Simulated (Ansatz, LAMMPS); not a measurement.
# Structural relaxation of amorphous Zn20Hg10Se19S11 (60 atoms), part 2 of 3

Aim: bring amorphous Zn20Hg10Se19S11 (60 atoms) to a nearby minimum of the energy and see what moves.

Ansatz 0.2.0; Kohn-Sham DFT, PBE, PAW (set soft_2, large core), plane waves.

The cell: 20 Zn, 10 Hg, 19 Se and 11 S. The quench rate of 100 K/ps is many orders above laboratory rates. The network of bonds at the start is that of the classical potential that made the cell. Only the Γ point is sampled, in a cell whose shortest periodic width is 11 Å. No spin–orbit coupling is included.

So far. Step 3 (Single point at the start): The r.m.s. force component of 0.65 eV/Å and the pressure of 2.1 GPa set the starting point.

### Step 4. Relaxation

With the cell held, the atoms are moved downhill towards a nearby minimum.

The input, input.yaml:

```yaml
crystal:
  lattice:
    - [11.2355, 0.0, 0.0]
    - [0.0, 11.2355, 0.0]
    - [0.0, 0.0, 11.2355]
  atoms:
    [... the 60 atom lines of step 3 ...]
kpoints:
  mp_grid: { grid: [1, 1, 1] }
hamiltonian:
  xc: pbe
  pseudopotentials: { kind: paw, core: large }
scf:
  occupations: { method: gaussian, width: 0.025 }
output:
  forces: true
relax:
  f_tol: 0.03
  max_steps: 200
```

On the command line:

```console
> ansatz run input.yaml --threads 4 --pin off --max-ram 8192MiB --backend cpu --events-out ev --progress --plain --runs-dir out
```

Numbers of over 12 decimals in the logs are rounded to 6 here.

What it wrote:

```text
[...]
Crystal: 60 atoms, lattice volume = 1418.330 Å³
Basis set: ecut = 420 eV, 27633 PW (Γ), exchange–correlation on 160×160×160 points (8 copies of the dense FFT grid, shifted against one another)
Bands: 330, of which v1, the nominal top of the filled ones, is band 270 counted from 1 (269 counted from 0)
Symmetry: 1 space group operations
[...]
k-points: 1
[...]
SCF iter   1: F=—  HF=-235400.334432 eV  |F-HF|=—  |Δ(HF+E_count)|=         —  Δρ=3.77e-2  dr2=4.16e1  ethr=3.10e-3  ⟨swp⟩=8.0  Hψ=1589  notcnv=0  defer=39
[...]
SCF iter  12: F=-235391.643341 eV  HF=-235391.643334 eV  |F-HF|=6.68e-6  |Δ(HF+E_count)|=   1.71e-5  Δρ=2.07e-5  dr2=8.88e-6  ethr=4.17e-9  ⟨swp⟩=5.0  Hψ=1114  notcnv=0
SCF 1 converged in 12 iterations: F = -235391.643341 eV  dr2 = 8.88e-6
[...]
relax step   1: F+E_penalty+E_count = -235391.64334104 eV  Δ(F+E_penalty+E_count) = +0.000e0 eV  max|allowed force component| = 2.821e0 eV/Å  Δτ_max = 0.0000 Å  (12 SCF iters, dr2 threshold 2.25e-5 eV, accepted)
[...]
relax step   2: F+E_penalty+E_count = -235394.69040023 eV  Δ(F+E_penalty+E_count) = -3.047e0 eV  max|allowed force component| = 8.574e-1 eV/Å  Δτ_max = 0.1947 Å  (7 SCF iters, dr2 threshold 1.00e-4 eV, accepted)
[...]
relax step   3: F+E_penalty+E_count = -235396.04525403 eV  Δ(F+E_penalty+E_count) = -1.355e0 eV  max|allowed force component| = 4.885e-1 eV/Å  Δτ_max = 0.1949 Å  (8 SCF iters, dr2 threshold 4.59e-5 eV, accepted)
relax step   4: F+E_penalty+E_count = -235396.91080265 eV  Δ(F+E_penalty+E_count) = -8.655e-1 eV  max|allowed force component| = 7.342e-1 eV/Å  Δτ_max = 0.1950 Å  (8 SCF iters, dr2 threshold 2.20e-5 eV, accepted)
relax step   5: F+E_penalty+E_count = -235397.44315547 eV  Δ(F+E_penalty+E_count) = -5.324e-1 eV  max|allowed force component| = 4.072e-1 eV/Å  Δτ_max = 0.1947 Å  (6 SCF iters, dr2 threshold 1.00e-4 eV, accepted)
relax step   6: F+E_penalty+E_count = -235397.85437711 eV  Δ(F+E_penalty+E_count) = -4.112e-1 eV  max|allowed force component| = 3.500e-1 eV/Å  Δτ_max = 0.1953 Å  (6 SCF iters, dr2 threshold 5.10e-5 eV, accepted)
relax step   7: F+E_penalty+E_count = -235398.19768264 eV  Δ(F+E_penalty+E_count) = -3.433e-1 eV  max|allowed force component| = 2.451e-1 eV/Å  Δτ_max = 0.1957 Å  (6 SCF iters, dr2 threshold 3.77e-5 eV, accepted)
relax step   8: F+E_penalty+E_count = -235398.47153083 eV  Δ(F+E_penalty+E_count) = -2.738e-1 eV  max|allowed force component| = 1.845e-1 eV/Å  Δτ_max = 0.1951 Å  (7 SCF iters, dr2 threshold 2.94e-5 eV, accepted)
relax step   9: F+E_penalty+E_count = -235398.63723515 eV  Δ(F+E_penalty+E_count) = -1.657e-1 eV  max|allowed force component| = 1.206e-1 eV/Å  Δτ_max = 0.1950 Å  (7 SCF iters, dr2 threshold 1.67e-5 eV, accepted)
relax step  10: F+E_penalty+E_count = -235398.73018564 eV  Δ(F+E_penalty+E_count) = -9.295e-2 eV  max|allowed force component| = 3.422e-1 eV/Å  Δτ_max = 0.1976 Å  (8 SCF iters, dr2 threshold 6.22e-6 eV, accepted)
relax step  11: F+E_penalty+E_count = -235398.84166460 eV  Δ(F+E_penalty+E_count) = -1.115e-1 eV  max|allowed force component| = 2.052e-1 eV/Å  Δτ_max = 0.1934 Å  (6 SCF iters, dr2 threshold 5.01e-5 eV, accepted)
relax step  12: F+E_penalty+E_count = -235398.93761616 eV  Δ(F+E_penalty+E_count) = -9.595e-2 eV  max|allowed force component| = 2.195e-1 eV/Å  Δτ_max = 0.1944 Å  (6 SCF iters, dr2 threshold 1.51e-5 eV, accepted)
relax step  13: F+E_penalty+E_count = -235398.99877133 eV  Δ(F+E_penalty+E_count) = -6.116e-2 eV  max|allowed force component| = 2.918e-1 eV/Å  Δτ_max = 0.1187 Å  (7 SCF iters, dr2 threshold 1.73e-5 eV, accepted)
relax step  14: F+E_penalty+E_count = -235399.10255256 eV  Δ(F+E_penalty+E_count) = -1.038e-1 eV  max|allowed force component| = 2.724e-1 eV/Å  Δτ_max = 0.1704 Å  (6 SCF iters, dr2 threshold 8.51e-5 eV, accepted)
relax step  15: F+E_penalty+E_count = -235399.26060442 eV  Δ(F+E_penalty+E_count) = -1.581e-1 eV  max|allowed force component| = 2.043e-1 eV/Å  Δτ_max = 0.1937 Å  (6 SCF iters, dr2 threshold 6.46e-5 eV, accepted)
relax step  16: F+E_penalty+E_count = -235399.41324380 eV  Δ(F+E_penalty+E_count) = -1.526e-1 eV  max|allowed force component| = 1.512e-1 eV/Å  Δτ_max = 0.1946 Å  (6 SCF iters, dr2 threshold 2.35e-5 eV, accepted)
relax step  17: F+E_penalty+E_count = -235399.52856223 eV  Δ(F+E_penalty+E_count) = -1.153e-1 eV  max|allowed force component| = 1.507e-1 eV/Å  Δτ_max = 0.1968 Å  (7 SCF iters, dr2 threshold 1.25e-5 eV, accepted)
relax step  18: F+E_penalty+E_count = -235399.60217112 eV  Δ(F+E_penalty+E_count) = -7.361e-2 eV  max|allowed force component| = 1.301e-1 eV/Å  Δτ_max = 0.1937 Å  (7 SCF iters, dr2 threshold 1.24e-5 eV, accepted)
relax step  19: F+E_penalty+E_count = -235399.66090348 eV  Δ(F+E_penalty+E_count) = -5.873e-2 eV  max|allowed force component| = 1.114e-1 eV/Å  Δτ_max = 0.1949 Å  (6 SCF iters, dr2 threshold 1.26e-5 eV, accepted)
relax step  20: F+E_penalty+E_count = -235399.70095414 eV  Δ(F+E_penalty+E_count) = -4.005e-2 eV  max|allowed force component| = 7.739e-2 eV/Å  Δτ_max = 0.1999 Å  (7 SCF iters, dr2 threshold 9.10e-6 eV, accepted)
relax step  21: F+E_penalty+E_count = -235399.71470547 eV  Δ(F+E_penalty+E_count) = -1.375e-2 eV  max|allowed force component| = 9.155e-2 eV/Å  Δτ_max = 0.1309 Å  (7 SCF iters, dr2 threshold 2.89e-6 eV, accepted)
relax step  22: F+E_penalty+E_count = -235399.73312213 eV  Δ(F+E_penalty+E_count) = -1.842e-2 eV  max|allowed force component| = 7.407e-2 eV/Å  Δτ_max = 0.0600 Å  (6 SCF iters, dr2 threshold 4.04e-6 eV, accepted)
relax step  23: F+E_penalty+E_count = -235399.75732633 eV  Δ(F+E_penalty+E_count) = -2.420e-2 eV  max|allowed force component| = 9.773e-2 eV/Å  Δτ_max = 0.2000 Å  (8 SCF iters, dr2 threshold 3.59e-6 eV, accepted)
relax step  24: F+E_penalty+E_count = -235399.76848924 eV  Δ(F+E_penalty+E_count) = -1.116e-2 eV  max|allowed force component| = 9.021e-2 eV/Å  Δτ_max = 0.1401 Å  (7 SCF iters, dr2 threshold 6.25e-6 eV, accepted)
relax step  25: F+E_penalty+E_count = -235399.77414435 eV  Δ(F+E_penalty+E_count) = -5.655e-3 eV  max|allowed force component| = 4.597e-2 eV/Å  Δτ_max = 0.0240 Å  (5 SCF iters, dr2 threshold 6.93e-6 eV, accepted)
relax step  26: F+E_penalty+E_count = -235399.71221462 eV  Δ(F+E_penalty+E_count) = +6.193e-2 eV  max|allowed force component| = 2.638e-1 eV/Å  Δτ_max = 0.1511 Å  (10 SCF iters, rejected (line search))
relax step  27: F+E_penalty+E_count = -235399.77832536 eV  Δ(F+E_penalty+E_count) = -4.181e-3 eV  max|allowed force component| = 2.441e-2 eV/Å  Δτ_max = 0.0466 Å  (10 SCF iters, accepted)
[...]
relax step  28: F+E_penalty+E_count = -235399.77920187 eV  Δ(F+E_penalty+E_count) = -8.765e-4 eV  max|allowed force component| = 2.152e-2 eV/Å  Δτ_max = 0.0304 Å  (7 SCF iters, accepted)
SCF converged after 7 iterations
Free energy (F): -235399.779202 eV
[...]
Internal energy: -235399.779202 eV  (E = F + TS)
E sigma→0 (E₀):  -235399.779202 eV
Fermi energy:    6.619065 eV
[...]
--- Forces (eV/Å), atoms counted from 1 ---
  atom   1  Zn    -0.00079169     0.00721959    -0.00453074
  atom   2  Zn    -0.00146844    -0.00499675     0.00030483
  atom   3  Zn     0.00118821    -0.00514074    -0.00393925
  atom   4  Zn     0.00154577     0.00028582     0.00587096
  atom   5  Zn    -0.00630893    -0.01466401     0.01528796
  atom   6  Zn     0.00737083     0.00540027    -0.00595250
  atom   7  Zn     0.00188944    -0.00042131     0.00565148
  atom   8  Zn     0.00018230     0.00310181     0.00271174
  atom   9  Zn     0.00250499     0.00399638    -0.00362719
  atom  10  Zn     0.00127460    -0.00484409     0.00494541
  atom  11  Zn    -0.00253931    -0.00092773     0.00706799
  atom  12  Zn    -0.00352462     0.00384215    -0.00153182
  atom  13  Zn    -0.00328842     0.00369911     0.00198003
  atom  14  Zn    -0.00015215    -0.00095145    -0.00424968
[...]
atom  59  S     -0.00313985    -0.00165940    -0.00121156
  atom  60  S      0.00993836     0.00200438     0.00405300
  max |Σ_I F_I| component: 6.78e-5 eV/Å
--- Relaxed structure (28 steps of the walk, 27 accepted, 0 SCFs on fresh bases) ---
  F+E_penalty+E_count = -235399.77920187 eV   max|allowed force component| = 2.152e-2 eV/Å
  atoms:
    - { symbol: Zn, position: [0.845331, 0.987260, 0.239764] }
    - { symbol: Zn, position: [0.480988, 0.568362, 0.105771] }
    - { symbol: Zn, position: [0.735115, 0.672246, 0.294771] }
    - { symbol: Zn, position: [0.662972, 0.140847, -0.00911598] }
[...]
- { symbol: S, position: [0.858132, 0.313805, 0.402053] }
```

Elapsed: 2.9 min, on 4 threads of AMD EPYC 9R45, shared host; peak memory 1.8 GiB.

Step by step (22 of 28):

```
step  energy less that of the first step (eV)  largest force component (eV/Å)
   1                                   0.0000                          2.8214
   2                                  -3.0471                          0.8574
   4                                  -5.2675                          0.7342
   5                                  -5.7998                          0.4072
   6                                  -6.2110                          0.3500
   7                                  -6.5543                          0.2451
   9                                  -6.9939                          0.1206
  10                                  -7.0868                          0.3422
  11                                  -7.1983                          0.2052
  13                                  -7.3554                          0.2918
  14                                  -7.4592                          0.2724
  15                                  -7.6173                          0.2043
  16                                  -7.7699                          0.1512
  18                                  -7.9588                          0.1301
  19                                  -8.0176                          0.1114
  20                                  -8.0576                          0.0774
  22                                  -8.0898                          0.0741
  23                                  -8.1140                          0.0977
  24                                  -8.1251                          0.0902
  25                                  -8.1308                          0.0460
  27                                  -8.1350                          0.0244
  28                                  -8.1359                          0.0215
```

Relaxation step 26 was tried and not accepted.

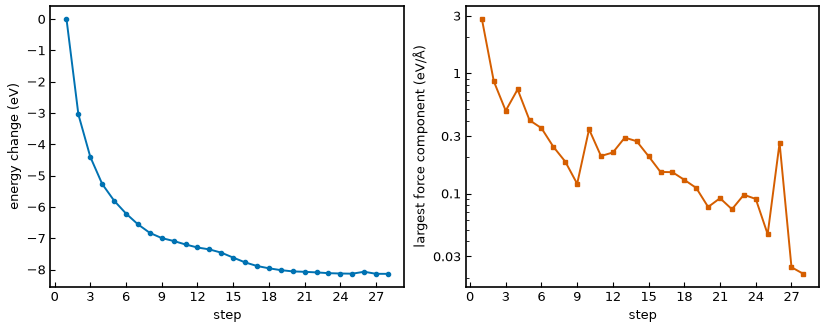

Energy and largest force along the relaxation.

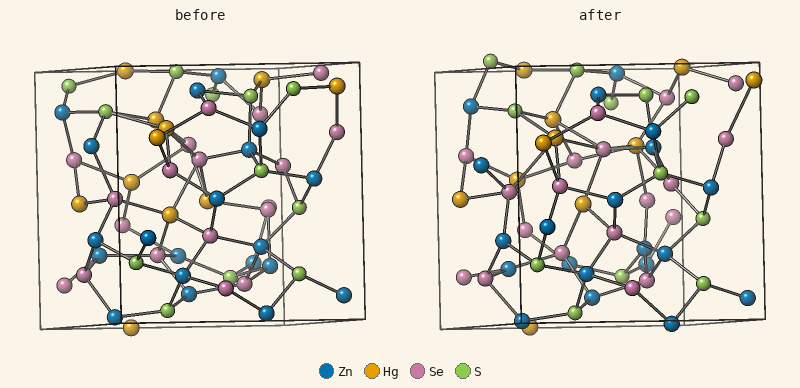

Before and after, at one scale. Bonds to atoms that aren't drawn are left out.

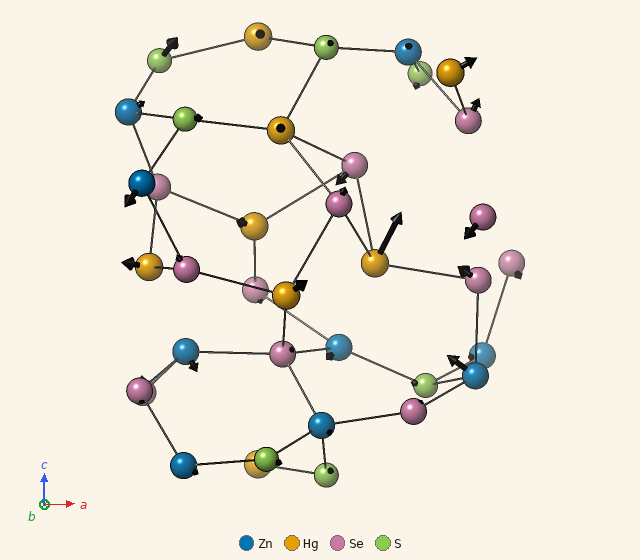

Displacements in the relaxation, scaled; the longest in the cell stands for 2.73 Å. Drawn is a slice 7 Å thick, seen along the normal of the ac plane. Bonds to atoms that aren't drawn are left out.

The atoms that moved most (Å):

```
atom      dx      dy      dz  length
Hg24   1.134  -0.713   2.377   2.729
 S52   0.670  -1.052   1.059   1.636
 Zn3  -1.077   0.236   0.781   1.351
 Zn5  -0.688  -0.618  -0.841   1.250
Se34  -0.728  -0.509  -0.777   1.181
Se40  -0.693   0.756   0.439   1.116
Hg29  -1.011  -0.400   0.209   1.107
Hg26   0.927  -0.054   0.528   1.068
```

The relaxation changed the energy by -136 meV/atom, and atoms moved by 0.74 Å r.m.s., 2.7 Å at most.

### Step 5. Local order after relaxation

Density 6.05 g/cm³, 23.64 Å³ an atom.

g(r), total and by pair (bins of 0.2 Å):

```
r (Å)  total  Zn-Zn  Zn-Se   Zn-S  Zn-Hg  Se-Se  Se-S
 2.20   0.18   0.00   0.00   0.99   0.00   0.00  0.52
 2.40   3.18   0.00   6.00  14.78   0.00   0.00  0.50
 2.60   1.54   0.00   3.40   0.36   0.39   0.00  0.00
 2.80   0.45   0.00   0.40   0.00   0.37   0.00  0.00
 3.00   0.32   0.00   0.17   0.30   0.00   0.37  0.00
 3.20   0.45   0.53   0.15   0.24   0.53   0.29  0.00
 3.40   0.65   1.20   0.38   0.00   0.00   1.64  0.69
 3.60   1.26   3.48   0.57   0.19   1.71   1.65  1.63
 3.80   1.57   3.12   0.71   0.35   1.75   1.31  2.22
 4.00   1.57   2.86   0.47   0.63   1.75   1.97  3.69
 4.20   1.36   0.81   1.01   1.19   2.26   1.06  2.74
 4.40   1.05   0.74   0.54   1.72   1.61   1.15  1.11
 4.60   1.05   0.81   1.20   1.56   1.34   1.33  0.90
 4.80   0.83   0.24   1.29   1.33   0.61   0.94  0.58
 5.00   0.77   0.45   1.20   0.61   0.55   1.51  0.32
 5.20   0.67   0.53   0.77   0.67   0.62   0.81  0.40
 5.40   0.78   0.49   0.96   0.95   0.88   0.43  0.56
```

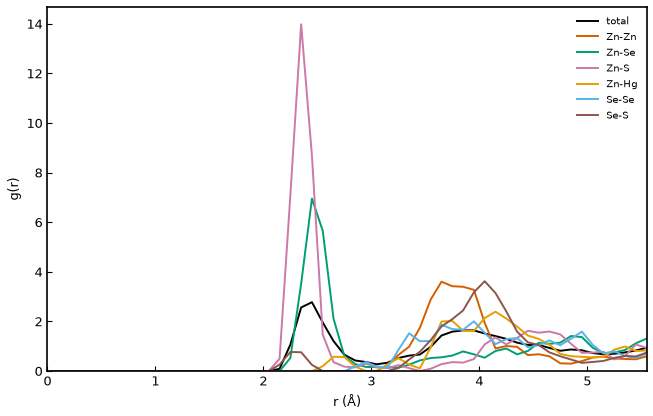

Pair distribution functions, lightly smoothed.

(Part 2 of 3 ends here.)

[Logs are printed without paths, hosts, clocks, repeated set-up lines and the standing remarks that a program may print on its own settings, such as how far it seeks lower states.]

[Hosts, paths, dates, database ids (printed as entryN), source tags and the programs' standing remarks are cut or masked in the printed files.]
